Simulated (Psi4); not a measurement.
# One shape, several levels: BOF (SMILES O=BF)

Aim: a comparison of 6 runs (PBE0/def2-SVP, TPSS/def2-SVP, MP2/6-31G*, OLCCD/cc-pVDZ, LCCSD/6-311+G**, CCSD(T)/cc-pwCVDZ) of BOF. 

Program for the calculation: Psi4 1.11.

7 further runs of the same task are left out: 7 set aside as unsound or not needed.

## (1) The structure to begin with

The species is BOF (3 atoms), meant as a singlet with charge 0. As SMILES, `O=BF`. The coordinates come from a PBE0-D4/def2-TZVP relaxation.

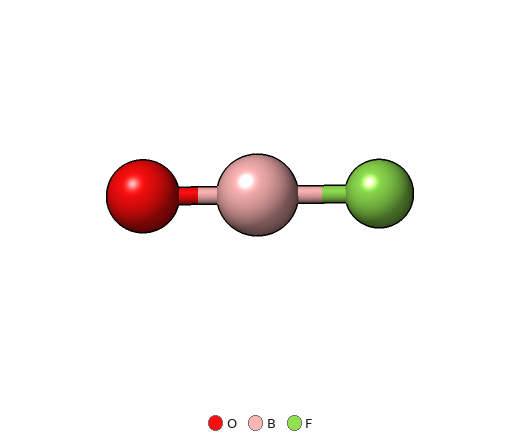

Viewed from a chosen angle; oxygen red, boron pink, fluorine green.

## (2) Energy and gradient at PBE0/def2-SVP (run 1)

Contents of calc.dat:

```
memory 1600 MB

molecule molecule1 {
  O      0.983100    -0.565100     0.479900
  B      0.020300    -0.011600     0.009900
  F     -1.003400     0.576800    -0.489800
  units angstrom
  symmetry c1
  no_reorient
  no_com
}

set {
  basis                def2-SVP
  puream               true
  e_convergence        1e-09
  d_convergence        1e-08
  scf_type             pk
  dft_radial_points    99
  dft_spherical_points 590
}

e_tot, wfn = gradient('pbe0', return_wfn=True)
```

On the command line:

```console
$ psi4 calc.dat calc.out -n 1
```

calc.out:

```text
[...]
  Running in c1 symmetry.
[...]
  Nuclear repulsion =   51.438950129702292
[...]
  Multiplicity = 1
[...]
  Nalpha       = 11
  Nbeta        = 11
[...]
    Number of basis functions: 42
[...]
   @RKS iter   1:  -199.44576458026742   -4.18642e-01   1.68114e-02 DIIS/ADIIS
[...]
   @RKS iter  10:  -199.63829866424274   -5.96856e-13   3.07701e-09 DIIS
[...]
    Orbital Energies [Eh]
    ---------------------
    Doubly Occupied:
       1A    -24.853765     2A    -19.214907     3A     -6.892198
       4A     -1.302845     5A     -1.008785     6A     -0.626915
       7A     -0.544230     8A     -0.544230     9A     -0.440340
      10A     -0.371702    11A     -0.371702
[...]
  @RKS Final Energy:  -199.63829866424274
   => Energetics <=
    Nuclear Repulsion Energy =             51.4389501297022917
    One-Electron Energy =                -377.4184271826598547
    Two-Electron Energy =                 143.7164182030356585
    DFT Exchange-Correlation Energy =     -17.3752398143208140
    Empirical Dispersion Energy =           0.0000000000000000
    VV10 Nonlocal Energy =                  0.0000000000000000
    Total Energy =                       -199.6382986642427397
[...]
 Multipole Moments:
 ------------------------------------------------------------------------------------
     Multipole            Electronic (a.u.)      Nuclear  (a.u.)        Total (a.u.)
 ------------------------------------------------------------------------------------
 L = 1.  Multiply by 2.5417464519 to convert [e a0] to [Debye]
 Dipole X            :          1.3896740           -2.0112355           -0.6215615
 Dipole Y            :         -0.7998989            1.1572683            0.3573694
 Dipole Z            :          0.6782804           -0.9817127           -0.3034323
 Magnitude           :                                                    0.7785388
[...]
  -Total Gradient:
     Atom            X                  Y                   Z
    ------   -----------------  -----------------  -----------------
       1        0.001096658089    -0.000634537354     0.000536412461
       2       -0.001525898053     0.000885097702    -0.000746943108
       3        0.000428630162    -0.000250211282     0.000210233359
[...]
```

Wall time 4.2 s (1 thread of AMD EPYC 9R45 (Zen 5), shared host); peak memory 0.4 GiB.

## (3) A single-point energy at TPSS/def2-SVP (run 2)

Contents of job.in:

```
memory 1.6 GB

molecule geom {
  0 1
  O      0.983100    -0.565100     0.479900
  B      0.020300    -0.011600     0.009900
  F     -1.003400     0.576800    -0.489800
  symmetry c1
  no_reorient
  no_com
}

set globals {
  puream true
  e_convergence 1e-09
  d_convergence 1e-08
  scf_type pk
  dft_radial_points 99
  dft_spherical_points 590
}

result, w = energy('tpss/def2-SVP', return_wfn=True)
oeprop(w, 'MAYER_INDICES', 'LOWDIN_CHARGES', 'QUADRUPOLE', title='TPSS')
```

On the command line:

```console
$ psi4 -i job.in -o job.out -n 1
```

job.out:

```text
[...]
  Running in c1 symmetry.
[...]
  Nuclear repulsion =   51.438950129702292
[...]
  Multiplicity = 1
[...]
  Nalpha       = 11
  Nbeta        = 11
[...]
    Number of basis functions: 42
[...]
   @RKS iter   1:  -199.63306228730670   -2.56852e-01   1.85120e-02 ADIIS/DIIS
[...]
   @RKS iter  11:  -199.86733933078483   -8.52651e-14   8.73600e-10 DIIS
[...]
    Orbital Energies [Eh]
    ---------------------
    Doubly Occupied:
       1A    -24.495111     2A    -18.896315     3A     -6.692780
       4A     -1.189845     5A     -0.912639     6A     -0.546305
       7A     -0.465424     8A     -0.465424     9A     -0.371453
      10A     -0.312725    11A     -0.312725
[...]
  @RKS Final Energy:  -199.86733933078483
   => Energetics <=
    Nuclear Repulsion Energy =             51.4389501297022917
    One-Electron Energy =                -377.4502649382753816
    Two-Electron Energy =                 149.2965588526258784
    DFT Exchange-Correlation Energy =     -23.1525833748376186
    Empirical Dispersion Energy =           0.0000000000000000
    VV10 Nonlocal Energy =                  0.0000000000000000
    Total Energy =                       -199.8673393307848301
[...]
 Multipole Moments:
 ------------------------------------------------------------------------------------
     Multipole            Electronic (a.u.)      Nuclear  (a.u.)        Total (a.u.)
 ------------------------------------------------------------------------------------
 L = 1.  Multiply by 2.5417464519 to convert [e a0] to [Debye]
 Dipole X            :          1.4121533           -2.0112355           -0.5990822
 Dipole Y            :         -0.8128304            1.1572683            0.3444378
 Dipole Z            :          0.6892561           -0.9817127           -0.2924566
 Magnitude           :                                                    0.7503784
 L = 2.  Multiply by 1.3450342976 to convert [e a0^2] to [Debye ang]
 Quadrupole XX       :        -72.6095085           59.9769243          -12.6325842
 Quadrupole XY       :         35.7197752          -34.4765810            1.2431942
[...]
```

Wall time 7.8 s (1 thread of AMD EPYC 9R45 (Zen 5), shared host); peak memory 0.68 GiB.

Runs 3 to 4 aren't shown in full; the table further down has their settings and results.

## (4) The energy at LCCSD/6-311+G(d,p) (run 5)

Contents of input.inp:

```
memory 1600 MB

molecule molecule1 {
  0 1
  O      0.983100    -0.565100     0.479900
  B      0.020300    -0.011600     0.009900
  F     -1.003400     0.576800    -0.489800
  symmetry c1
  no_reorient
  no_com
}

set scf_type pk
set freeze_core true

energy('lccsd/6-311+G**')
```

On the command line:

```console
$ psi4 input.inp input.out -n 1
```

input.out:

```text
[...]
  Running in c1 symmetry.
[...]
  Nuclear repulsion =   51.438950129702292
[...]
  Multiplicity = 1
[...]
  Nalpha       = 11
  Nbeta        = 11
[...]
    Number of basis functions: 66
[...]
   @RHF iter   1:  -198.99531886617373   -9.76475e-01   9.37209e-03 DIIS/ADIIS
[...]
   @RHF iter  11:  -199.13479251209844   -2.27374e-12   3.80153e-09 DIIS
[...]
    Orbital Energies [Eh]
    ---------------------
    Doubly Occupied:
       1A    -26.397619     2A    -20.569471     3A     -7.726250
       4A     -1.712010     5A     -1.344041     6A     -0.857981
       7A     -0.768971     8A     -0.768971     9A     -0.639600
      10A     -0.527635    11A     -0.527635
[...]
  @RHF Final Energy:  -199.13479251209844
   => Energetics <=
    Nuclear Repulsion Energy =             51.4389501297022917
    One-Electron Energy =                -377.4671157101269046
    Two-Electron Energy =                 126.8933730683261842
    Total Energy =                       -199.1347925120984428
[...]
 Multipole Moments:
 ------------------------------------------------------------------------------------
     Multipole            Electronic (a.u.)      Nuclear  (a.u.)        Total (a.u.)
 ------------------------------------------------------------------------------------
 L = 1.  Multiply by 2.5417464519 to convert [e a0] to [Debye]
 Dipole X            :          1.2596812           -2.0112355           -0.7515543
 Dipole Y            :         -0.7251511            1.1572683            0.4321171
 Dipole Z            :          0.6148188           -0.9817127           -0.3668939
 Magnitude           :                                                    0.9413661
[...]
      * SCS-MP2 total energy:                 -199.600438804267
[...]
      * MP2 total energy:                     -199.619199447407
[...]
```

Run time: 4.2 s. Hardware: 1 thread of AMD EPYC 9R45 (Zen 5), shared host; peak memory 0.32 GiB.

## (5) The energy at CCSD(T)/cc-pwCVDZ (DKH2, density fitting, density fitting for correlation) (run 6)

Contents of job.py:

```python
import psi4

psi4.set_memory(1600000000)
psi4.set_num_threads(1)
psi4.set_output_file('output.dat', False)

molecule = psi4.geometry("""
0 1
O      0.983100    -0.565100     0.479900
B      0.020300    -0.011600     0.009900
F     -1.003400     0.576800    -0.489800
units angstrom
""")

psi4.set_options(dict(reference='rhf', scf_type='df', freeze_core=True, cc_type='df', relativistic='dkh', dkh_order=2))

E = psi4.energy('ccsd(t)/cc-pwCVDZ', molecule=molecule)
print(f'total energy {E:.8f} hartree = {E * 27.211386:.5f} eV')
```

On the command line:

```console
$ python job.py
```

output.dat:

```text
[...]
  Running in c1 symmetry.
[...]
  Nuclear repulsion =   51.438950129702292
[...]
  Multiplicity = 1
[...]
  Nalpha       = 11
  Nbeta        = 11
[...]
    Number of basis functions: 54
[...]
   @DF-RHF iter   1:  -199.08963123076987   -9.18984e-01   1.08042e-02 DIIS/ADIIS
[...]
   @DF-RHF iter  11:  -199.21862378350721   -1.67688e-12   4.46168e-09 DIIS
[...]
    Orbital Energies [Eh]
    ---------------------
    Doubly Occupied:
       1A    -26.414721     2A    -20.578053     3A     -7.731758
       4A     -1.709960     5A     -1.339398     6A     -0.848847
       7A     -0.760429     8A     -0.760429     9A     -0.633316
      10A     -0.518623    11A     -0.518623
[...]
  @DF-RHF Final Energy:  -199.21862378350721
   => Energetics <=
    Nuclear Repulsion Energy =             51.4389501297022917
    One-Electron Energy =                -377.6868310152588037
    Two-Electron Energy =                 127.0292571020493000
    Total Energy =                       -199.2186237835072120
[...]
 Multipole Moments:
 ------------------------------------------------------------------------------------
     Multipole            Electronic (a.u.)      Nuclear  (a.u.)        Total (a.u.)
 ------------------------------------------------------------------------------------
 L = 1.  Multiply by 2.5417464519 to convert [e a0] to [Debye]
 Dipole X            :          0.0000344            0.0000155            0.0000499
 Dipole Y            :         -0.0000019           -0.0000008           -0.0000027
 Dipole Z            :         -1.8775683            1.0067641           -0.8708042
 Magnitude           :                                                    0.8708042
[...]
      * MP2 total energy:                  -199.683533965289
[...]
      * CCSD total energy:                 -199.682998985064
[...]
      * CCSD(T) total energy                -199.696002056154
[...]
```

Standard output:

```text
total energy -199.69600206 hartree = -5434.00499 eV
```

Run time: 3.6 s. Hardware: 1 thread of AMD EPYC 9R45 (Zen 5), shared host; peak memory 0.22 GiB.

## (6) Overview of the runs

```
run                                                                       level        task  frozen core orbitals  energy (Eh)  HOMO energy (eV)  LUMO energy (eV)  HOMO–LUMO gap (eV)  wall time
  1                                                               PBE0/def2-SVP    gradient                     0  -199.638299            -10.11              0.16               10.27      4.2 s
  2                                                               TPSS/def2-SVP      energy                     0  -199.867339             -8.51             -0.59                7.92      7.8 s
  3                                            MP2/6-31G* (spherical functions)      energy                     3  -199.493165            -14.01              4.74               18.75      1.6 s
  4            OLCCD/cc-pVDZ (density fitting, density fitting for correlation)  properties                     3  -199.537588            -14.11              4.00               18.11      9.6 s
  5                                                             LCCSD/6-311+G**      energy                     3  -199.627760            -14.36              0.93               15.29      4.2 s
  6  CCSD(T)/cc-pwCVDZ (DKH2, density fitting, density fitting for correlation)      energy                     3  -199.696002            -14.11              3.94               18.06      3.6 s
```

## (7) Summary of results

| quantity | value |
| --- | --- |
| run 6: total energy | -199.69600 Eh |
| run 6: HOMO energy (Hartree–Fock orbitals) | -14.11 eV |
| run 6: LUMO energy (Hartree–Fock orbitals) | 3.94 eV |
| run 6: HOMO–LUMO gap (Hartree–Fock orbitals) | 18.06 eV |
| run 6: correlation energy (3 core orbitals frozen) | -477.4 mEh |
| run 6: (T) correction | -13.00 mEh |
| run 6: T1 diagnostic | 0.017 |

In words: Totals of different functionals can't be ranked against each other. All runs together took 31 s, the longest 9.6 s.
